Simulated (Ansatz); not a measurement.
**FH2OSn with multiplicity 2: two geometries relaxed**

Are the two ends of the rotation by 180° about the O1–Sn2 bond separate minima, and which lies lower? Each is relaxed from a guess. SMILES of the start: [OH][SnH][F].

Program: Ansatz 0.2.0. Level of theory: UKS BHLYP/def2-SVP. These are calculated values, not measurements.

## (1) The starting structure

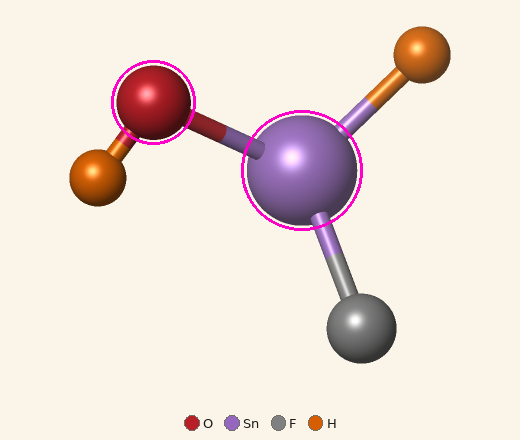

The starting structure, seen from a chosen angle (oxygen red, tin purple, fluorine grey, hydrogen orange). Ringed: O1, Sn2.

As a file:

```xyz
5

O    -0.6367   -1.2967   -0.1237
Sn    0.2669    0.3615    0.4955
F    -0.0102    1.8062   -0.7976
H    -1.5500   -0.9463   -0.2497
H     1.9799    0.0016    0.6340
```

## (2) Relaxing end A

Input file input.yaml:

```yaml
crystal:
  periodic: [false, false, false]
  atoms:
    - { symbol: O, position_ang: [-0.6367, -1.2967, -0.1237] }
    - { symbol: Sn, position_ang: [0.2669, 0.3615, 0.4955] }
    - { symbol: F, position_ang: [-0.0102, 1.8062, -0.7976] }
    - { symbol: H, position_ang: [-1.55, -0.9463, -0.2497] }
    - { symbol: H, position_ang: [1.9799, 0.0016, 0.634] }
magnetization:
  spin_polarized: true
  initial_magnetization: 1
basis:
  gaussian: { orbitals: def2-SVP }
hamiltonian:
  xc: { name: BHLYP }
relax:
  f_tol: 0.015
  max_steps: 40
```

The run is started by

```sh
> ansatz run input.yaml --threads 1 --pin off --max-ram 2048MiB --backend cpu --events-out ev --progress --plain --runs-dir out
```

What it wrote, shortened:

```text
Warning: RAYON_NUM_THREADS=1 ignored (pool sized by the plan → 1); use --threads N
[...]
Functional definition: BHLYP
[...]
760 factors; integrals over basis functions are off by at most 3.5e-4 eV
[...]
mean field -10619.73694827 eV, -390.2681345328 hartree, gradient 5.1e-5 eV, S^2 0.758203; 0 other end points of the search recorded, 0 dependent functions left out
[...]
reference -10619.73708932 eV, -390.2681397160 hartree; 21, 20 occupied and 43, 44 virtual orbitals, 760 factors
relax step   1: F+E_penalty+E_count = -10619.73694827 eV  Δ(F+E_penalty+E_count) = +0.000e0 eV  max|allowed force component| = 1.346e0 eV/Å  Δτ_max = 0.0000 Å  (33 SCF iters, accepted)
[...]
relax step   7: F+E_penalty+E_count = -10619.91259917 eV  Δ(F+E_penalty+E_count) = -3.894e-4 eV  max|allowed force component| = 5.013e-2 eV/Å  Δτ_max = 0.0073 Å  (30 SCF iters, accepted)
[...]
relax step   8: F+E_penalty+E_count = -10619.91282699 eV  Δ(F+E_penalty+E_count) = -2.278e-4 eV  max|allowed force component| = 8.277e-3 eV/Å  Δτ_max = 0.0198 Å  (37 SCF iters, accepted)
760 factors; integrals over basis functions are off by at most 3.5e-4 eV
mean field -10619.91282699 eV, -390.2745979563 hartree, gradient 1.9e-5 eV, S^2 0.758912; 1 other end points of the search recorded, 0 dependent functions left out
[...]
reference -10619.91296684 eV, -390.2746030958 hartree; 21, 20 occupied and 43, 44 virtual orbitals, 760 factors
Total energy: -10619.91296684 eV, -390.2746030958 hartree
Atom 0 at    -0.690912    -1.176793     0.016314 Å, force    -0.002599    -0.002519     0.000553 eV/Å
Atom 1 at     0.301837     0.410108     0.636545 Å, force     0.003983     0.008277    -0.005825 eV/Å
Atom 2 at    -0.039632     1.695977    -0.776492 Å, force     0.001129    -0.006274     0.007046 eV/Å
Atom 3 at    -1.508985    -0.994241    -0.445117 Å, force     0.002206     0.000303    -0.001169 eV/Å
Atom 4 at     1.987592    -0.008752     0.527250 Å, force    -0.004720     0.000213    -0.000604 eV/Å
Dipole moment:    -0.011705    -0.020204     0.440679 e Å
```

Run time: 27 s. Hardware: 1 thread of Intel Xeon Platinum 8488C (Sapphire Rapids), shared host; peak memory 0.18 GiB.

Step by step:

```csv
step,energy from step 1 (eV),largest force component (eV/Å)
1,0.0000,1.3461
2,-0.1205,1.4835
3,-0.1654,0.5614
4,-0.1734,0.0514
5,-0.1746,0.0362
6,-0.1753,0.1608
7,-0.1757,0.0501
8,-0.1759,0.0083
```

Step 1 is the start.

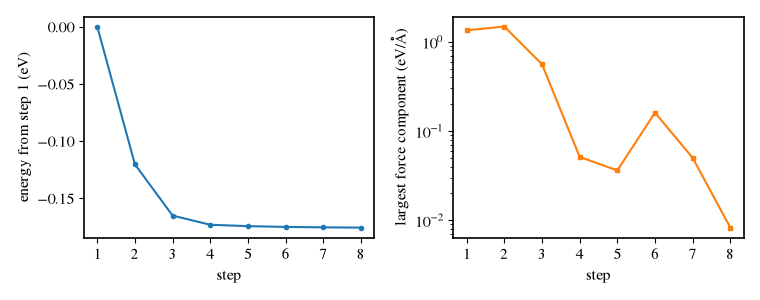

How energy and force went from step to step.

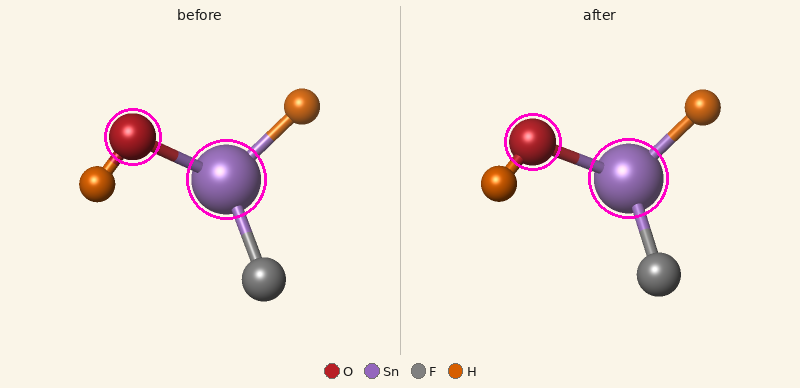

Before and after, at one scale.

After: Bond lengths: O1–Sn2 1.972 Å, Sn2–F3 1.941 Å, O1–H4 0.957 Å, Sn2–H5 1.740 Å. Angles: O1–Sn2–F3 102.5°, O1–Sn2–H5 105.9°, F3–Sn2–H5 106.5°, Sn2–O1–H4 115.4°.

## (3) Relaxing end B

The second end starts from a geometry with the move made by hand.

Input file input.yaml:

```yaml
crystal:
  periodic: [false, false, false]
  atoms:
    - { symbol: O, position_ang: [-0.6367, -1.2967, -0.1237] }
    - { symbol: Sn, position_ang: [0.2669, 0.3615, 0.4955] }
    - { symbol: F, position_ang: [1.15922, 0.04579, 2.21018] }
    - { symbol: H, position_ang: [-1.55, -0.9463, -0.2497] }
    - { symbol: H, position_ang: [-0.97167, 1.59203, 0.68211] }
magnetization:
  spin_polarized: true
  initial_magnetization: 1
basis:
  gaussian: { orbitals: def2-SVP }
hamiltonian:
  xc: { name: BHLYP }
relax:
  f_tol: 0.015
  max_steps: 40
output:
  orbitals: {}
```

The run is started by

```sh
> ansatz run input.yaml --threads 1 --pin off --max-ram 2048MiB --backend cpu --events-out ev --progress --plain --runs-dir out
```

What it wrote, shortened:

```text
Warning: RAYON_NUM_THREADS=1 ignored (pool sized by the plan → 1); use --threads N
[...]
[... 1 set-up line as earlier in the session ...]
[...]
760 factors; integrals over basis functions are off by at most 2.6e-4 eV
[...]
mean field -10619.63228597 eV, -390.2642882639 hartree, gradient 1.4e-5 eV, S^2 0.756956; 0 other end points of the search recorded, 0 dependent functions left out
[...]
reference -10619.63242654 eV, -390.2642934299 hartree; 21, 20 occupied and 43, 44 virtual orbitals, 760 factors
relax step   1: F+E_penalty+E_count = -10619.63228597 eV  Δ(F+E_penalty+E_count) = +0.000e0 eV  max|allowed force component| = 1.381e0 eV/Å  Δτ_max = 0.0000 Å  (33 SCF iters, accepted)
[...]
relax step   5: F+E_penalty+E_count = -10619.79537760 eV  Δ(F+E_penalty+E_count) = -6.048e-3 eV  max|allowed force component| = 1.884e-1 eV/Å  Δτ_max = 0.0435 Å  (37 SCF iters, accepted)
[...]
relax step   9: F+E_penalty+E_count = -10619.81624623 eV  Δ(F+E_penalty+E_count) = -9.951e-3 eV  max|allowed force component| = 1.886e-1 eV/Å  Δτ_max = 0.1500 Å  (35 SCF iters, accepted)
[...]
relax step  13: F+E_penalty+E_count = -10619.82709334 eV  Δ(F+E_penalty+E_count) = -3.157e-3 eV  max|allowed force component| = 2.787e-1 eV/Å  Δτ_max = 0.1357 Å  (36 SCF iters, accepted)
[...]
relax step  15: F+E_penalty+E_count = -10619.69380764 eV  Δ(F+E_penalty+E_count) = +1.342e-1 eV  max|allowed force component| = 2.609e0 eV/Å  Δτ_max = 0.1950 Å  (37 SCF iters, rejected (line search))
[...]
relax step  16: F+E_penalty+E_count = -10619.84966392 eV  Δ(F+E_penalty+E_count) = -2.163e-2 eV  max|allowed force component| = 2.669e-1 eV/Å  Δτ_max = 0.0975 Å  (36 SCF iters, accepted)
[...]
```

## (4) More of the same log: end point B relaxed

The log, continued, shortened:

```text
760 factors; integrals over basis functions are off by at most 3.7e-4 eV
[...]
mean field -10619.86774093 eV, -390.2729410745 hartree, gradient 1.6e-5 eV, S^2 0.757912; 0 other end points of the search recorded, 0 dependent functions left out
[...]
reference -10619.86788147 eV, -390.2729462391 hartree; 21, 20 occupied and 43, 44 virtual orbitals, 760 factors
relax step  17: F+E_penalty+E_count = -10619.86774093 eV  Δ(F+E_penalty+E_count) = -1.808e-2 eV  max|allowed force component| = 2.639e-1 eV/Å  Δτ_max = 0.1000 Å  (35 SCF iters, accepted)
[...]
relax step  19: F+E_penalty+E_count = -10619.87960880 eV  Δ(F+E_penalty+E_count) = -1.187e-2 eV  max|allowed force component| = 2.400e-1 eV/Å  Δτ_max = 0.0733 Å  (36 SCF iters, accepted)
[...]
760 factors; integrals over basis functions are off by at most 4.2e-4 eV
mean field -10619.91282903 eV, -390.2745980314 hartree, gradient 1.7e-5 eV, S^2 0.758943; 1 other end points of the search recorded, 0 dependent functions left out
[...]
reference -10619.91296910 eV, -390.2746031789 hartree; 21, 20 occupied and 43, 44 virtual orbitals, 760 factors
Total energy: -10619.91296910 eV, -390.2746031789 hartree
Atom 0 at    -1.197750    -0.781228    -0.159774 Å, force    -0.000888     0.007849    -0.003446 eV/Å
Atom 1 at     0.099748     0.607726     0.366584 Å, force    -0.007701    -0.006514     0.004950 eV/Å
Atom 2 at     1.080623    -0.263858     1.796075 Å, force     0.002492     0.001875    -0.000694 eV/Å
Atom 3 at    -0.881439    -1.682034    -0.097500 Å, force     0.003388    -0.001874     0.001669 eV/Å
Atom 4 at    -0.833431     1.875714     1.109006 Å, force     0.002709    -0.001335    -0.002480 eV/Å
Dipole moment:     0.082470     0.230723    -0.363891 e Å
```

Wall time 1.7 min (1 thread of Intel Xeon Platinum 8488C (Sapphire Rapids), shared host); peak memory 0.18 GiB.

Relaxation path:

```csv
step,energy from step 1 (eV),largest force component (eV/Å)
1,0.0000,1.3810
2,-0.0948,1.2841
3,-0.1419,0.7149
4,-0.1570,0.2876
5,-0.1631,0.1884
6x,-0.1628,0.6943
7,-0.1678,0.0612
8,-0.1740,0.3755
9,-0.1840,0.1886
10x,-0.1814,0.7430
11,-0.1876,0.0866
12,-0.1917,0.1309
13,-0.1948,0.2787
14,-0.1957,0.8118
15x,-0.0615,2.6089
16,-0.2174,0.2669
17,-0.2355,0.2639
18x,-0.1762,2.0828
19,-0.2473,0.2400
20,-0.2596,0.1646
21,-0.2723,0.1315
22,-0.2790,0.0420
23x,-0.2770,0.2990
24,-0.2795,0.0319
25,-0.2805,0.0322
26,-0.2805,0.0293
27,-0.2805,0.0078
```

Step 1 is the start. 5 steps were tried and not accepted (marked x).

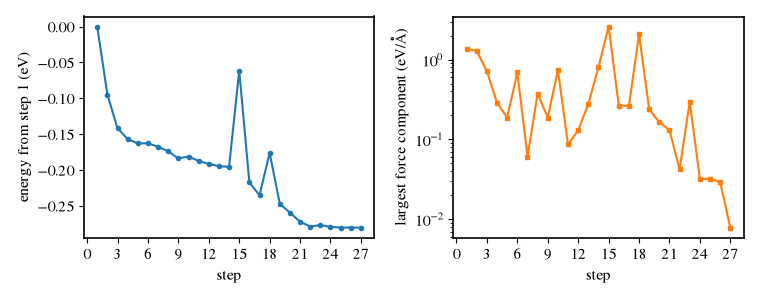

How energy and force went from step to step.

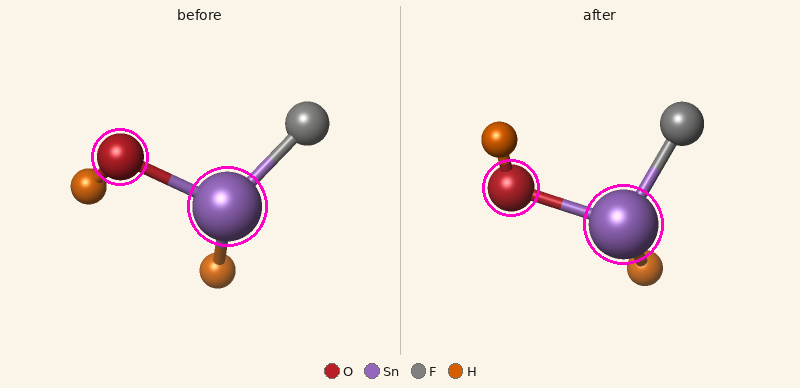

The structure before (left) and after (right), drawn at the same scale.

After: Bond lengths: O1–Sn2 1.972 Å, Sn2–F3 1.940 Å, O1–H4 0.957 Å, Sn2–H5 1.741 Å. Angles: O1–Sn2–F3 102.3°, O1–Sn2–H5 105.9°, F3–Sn2–H5 106.5°, Sn2–O1–H4 115.4°.

## (5) Results

| quantity | value |
| --- | --- |
| end A | 7 moves, 0.176 eV lower |
| end B | 21 moves, 0.281 eV lower |
| largest difference between the ends | 0.01 Å |
| end B relative to end A | -0.000 eV |

What this shows: The two relaxations end at one structure, within 0.01 Å: no second minimum was found from this start, which doesn't rule one out.
